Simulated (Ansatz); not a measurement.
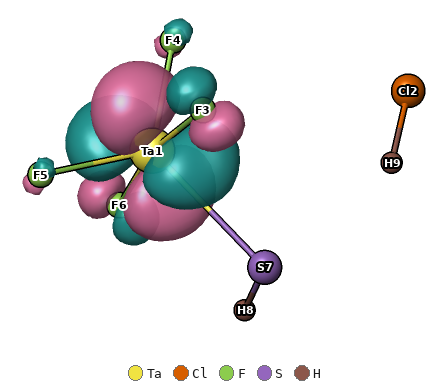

Figure 1: F4HSTa···HCl. The LUMO at ±0.2 Å⁻³ᐟ² (teal and pink are the two phases), seen at a tilt.

Core potentials replace the inner electrons of Ta.

Level of theory: RKS B3LYP/def2-SVP (Ansatz).

Input

```
crystal:
  periodic: [false, false, false]
  atoms:
    - { symbol: Ta, position_ang: [-0.382293, -0.354146, 0.239063] }
    - { symbol: Cl, position_ang: [3.262072, 0.082814, 0.244372] }
    - { symbol: F, position_ang: [0.287419, 0.531917, 1.742344] }
    - { symbol: F, position_ang: [0.454167, -0.472644, -1.416446] }
    - { symbol: F, position_ang: [-1.323811, 1.247052, -0.131285] }
    - { symbol: F, position_ang: [-1.990845, -1.283867, 0.109059] }
    - { symbol: S, position_ang: [0.663811, -2.31694, 1.356793] }
    - { symbol: H, position_ang: [0.256456, -3.260469, 0.473024] }
    - { symbol: H, position_ang: [2.873724, -1.110517, 0.706475] }
basis:
  gaussian: { orbitals: def2-SVP }
hamiltonian:
  xc: b3lyp
relax:
  f_tol: 0.03
  max_steps: 50
output:
  orbitals: {}
```

Launched as:

```sh
ansatz run input.yaml --threads 4 --pin off --max-ram 5120MiB --backend cpu --events-out ev --progress --plain --runs-dir out
```

The fields are those of the run's last geometry, not of the input's.

Q: Where does this orbital lie, and at what energy?

A: Its weight (Hirshfeld) is mainly on Ta1 (about 70 %), F3 (about 10 %) and F6 (about 10 %). Its energy is −3.37 eV.
